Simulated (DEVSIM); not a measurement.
System: Pd/SiON/p-GaAs capacitor, at 300 K.

| layer (left to right) | material | thickness (nm) | Na (cm⁻³) |
|---|---|---|---|
| 1 | SiON | 7.70 | - |
| 2 | GaAs | 1600 | 1.7e17 |

Metal gate on the left, work function 5.2 eV. Fixed charge at the semiconductor interface 2e12 cm⁻² (in units of +e); interface traps 1e10 cm⁻² eV⁻¹, uniform in energy, neutral level at 0.5 of the gap above the valence band.

Constants are typed, rounded textbook-type inputs, not results; the design itself was drawn at random and stands for no fabricated device. Values at 300 K.

```csv
parameter,SiON,GaAs
gap (eV),7,1.424
affinity (eV),1.4,4.07
permittivity,5.5,12.9
Nc (cm⁻³),-,4.7e17
Nv (cm⁻³),-,9e18
```

Simulated with DEVSIM: 1D Poisson equation in equilibrium, Boltzmann statistics, complete ionisation; no quantum confinement or tunnelling. Metal contacts follow the ideal Schottky-Mott rule: no Fermi-level pinning, no interface dipoles.

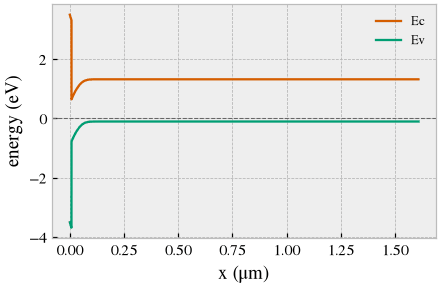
Fig. 1. Band edges at 0.3 V on the gate

Energies count from the Fermi level of the right contact; mesh points crowd at the junctions.

| x (μm) | Ec (eV) | Ev (eV) | n (cm⁻³) | p (cm⁻³) | field (V/cm) |
|---|---|---|---|---|---|
| 0.000 | 3.500 | -3.500 | < 1e2 | < 1e2 | -240000 |
| 0.001073 | 3.474 | -3.526 | < 1e2 | < 1e2 | -240000 |
| 0.002936 | 3.428 | -3.572 | < 1e2 | < 1e2 | -240000 |
| 0.005305 | 3.371 | -3.629 | < 1e2 | < 1e2 | -240000 |
| 0.007270 | 3.323 | -3.677 | < 1e2 | < 1e2 | -240000 |
| 0.008282 | 0.653 | -0.771 | 5100000 | 990000 | 180000 |
| 0.01009 | 0.684 | -0.740 | 1500000 | 3300000 | 170000 |
| 0.01570 | 0.776 | -0.648 | 43000 | 1.2e8 | 160000 |
| 0.02583 | 0.923 | -0.501 | 150 | 3.5e10 | 130000 |
| 0.04581 | 1.142 | -0.282 | < 1e2 | 1.6e14 | 86000 |
| 0.08649 | 1.311 | -0.113 | < 1e2 | 1.1e17 | 9200 |
| 0.2199 | 1.321 | -0.103 | < 1e2 | 1.7e17 | ≈ 0 |
| 0.4409 | 1.321 | -0.103 | < 1e2 | 1.7e17 | ≈ 0 |
| 0.8601 | 1.321 | -0.103 | < 1e2 | 1.7e17 | ≈ 0 |
| 1.328 | 1.321 | -0.103 | < 1e2 | 1.7e17 | ≈ 0 |
| 1.471 | 1.321 | -0.103 | < 1e2 | 1.7e17 | ≈ 0 |
| 1.541 | 1.321 | -0.103 | < 1e2 | 1.7e17 | ≈ 0 |
| 1.577 | 1.321 | -0.103 | < 1e2 | 1.7e17 | ≈ 0 |
| 1.596 | 1.321 | -0.103 | < 1e2 | 1.7e17 | ≈ 0 |
| 1.603 | 1.321 | -0.103 | < 1e2 | 1.7e17 | ≈ 0 |
| 1.606 | 1.321 | -0.103 | < 1e2 | 1.7e17 | ≈ 0 |
| 1.608 | 1.321 | -0.103 | < 1e2 | 1.7e17 | ≈ 0 |
